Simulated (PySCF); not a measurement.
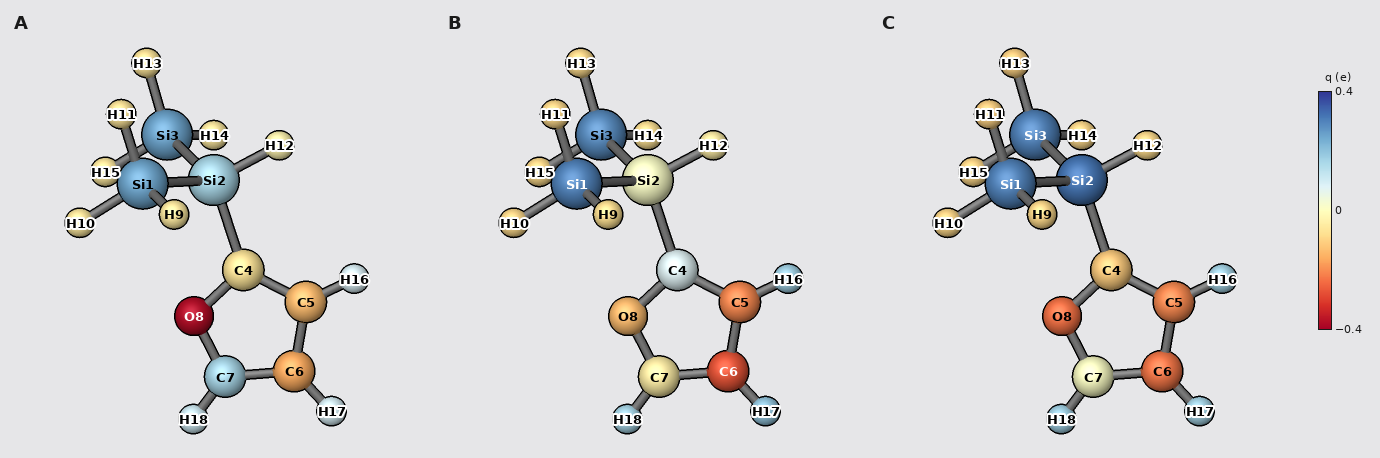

Atomic charges of one calculation by 3 schemes, on one colour scale. The geometry was computed by an optimisation with GFN2-xTB. No frequency run is at hand to confirm it as a minimum. Computed with PBE0/pcSseg-1 (PySCF 2.14.0).

**The schemes are ESP-fitted, IAO, Mulliken. Which panel shows which?**

A Mulliken, B ESP-fitted, C IAO.

List the charges (e), one line for each set of equivalent atoms.

| atom | Mulliken | ESP-fitted | IAO |
| --- | --- | --- | --- |
| Si1, Si3 | 0.25 | 0.30 | 0.30 |
| Si2 | 0.16 | 0.01 | 0.32 |
| C4 | −0.06 | 0.08 | −0.11 |
| C5 | −0.13 | −0.20 | −0.21 |
| C6 | −0.16 | −0.27 | −0.23 |
| C7 | 0.16 | −0.04 | 0.01 |
| O8 | −0.38 | −0.14 | −0.23 |
| H9, H14 | −0.05 | −0.08 | −0.09 |
| H10, H15 | −0.05 | −0.09 | −0.09 |
| H11, H13 | −0.06 | −0.09 | −0.10 |
| H12 | −0.03 | −0.04 | −0.09 |
| H16 | 0.09 | 0.17 | 0.17 |
| H17 | 0.09 | 0.19 | 0.17 |
| H18 | 0.10 | 0.17 | 0.17 |

The geometry is semi-empirical. Around Si such bond lengths and angles can be off by a tenth of an ångström or more and by several degrees, and values that hang on the shape move with them.
